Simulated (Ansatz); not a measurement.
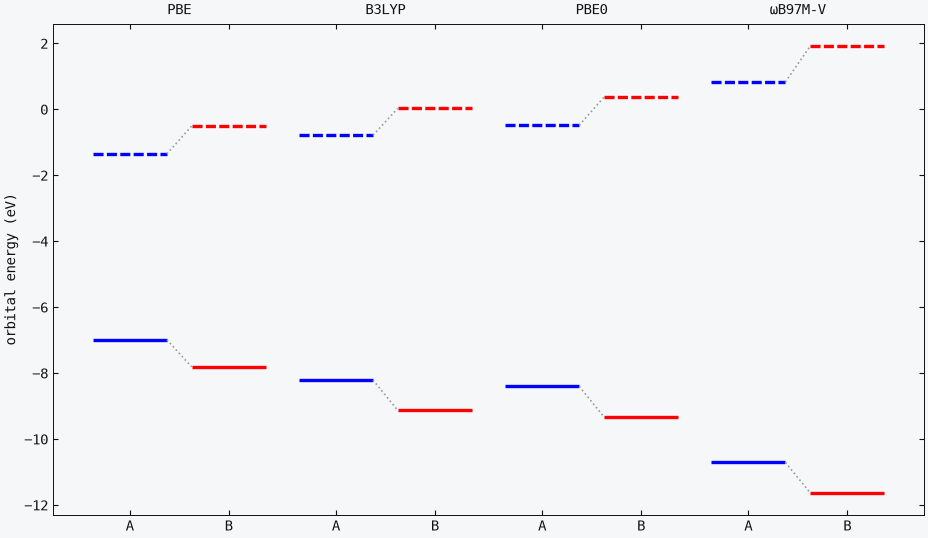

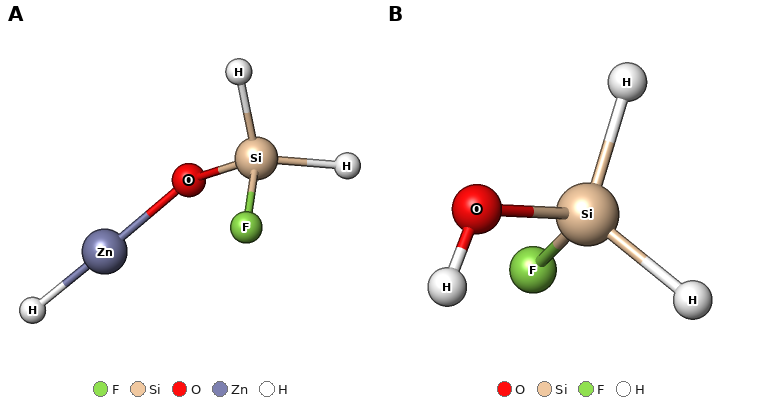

One change: A, ZnSiH₃OF (SMILES F[SiH2][O][ZnH]), becomes B, SiH₃OF (SMILES O[SiH2]F). ZnH on O is replaced by H. HOMO (solid) and LUMO (dashed) computed in def2-TZVPP at PBE0-D4/def2-TZVP geometries, both minima by their frequencies, gas phase, the Ansatz code. Empty levels above zero depend strongly on the basis.

**What does the change do to HOMO and LUMO?**

PBE: the HOMO falls by 0.82 eV, the LUMO rises by 0.84 eV, and the separation goes from 5.63 to 7.30 eV. B3LYP: the HOMO falls by 0.92 eV, the LUMO rises by 0.82 eV, and the separation goes from 7.42 to 9.16 eV. PBE0: the HOMO falls by 0.92 eV, the LUMO rises by 0.85 eV, and the separation goes from 7.92 to 9.69 eV. ωB97M-V: the HOMO falls by 0.92 eV, the LUMO rises by 1.08 eV, and the separation goes from 11.54 to 13.54 eV.

**Do the functionals agree on the effect?**

They agree on the direction for both levels; the HOMO shift lies between −0.92 and −0.82 eV and the LUMO shift between 0.82 and 1.08 eV, while the separations themselves differ by up to 6.2 eV between functionals.

Caveats: one conformer of each flexible molecule.
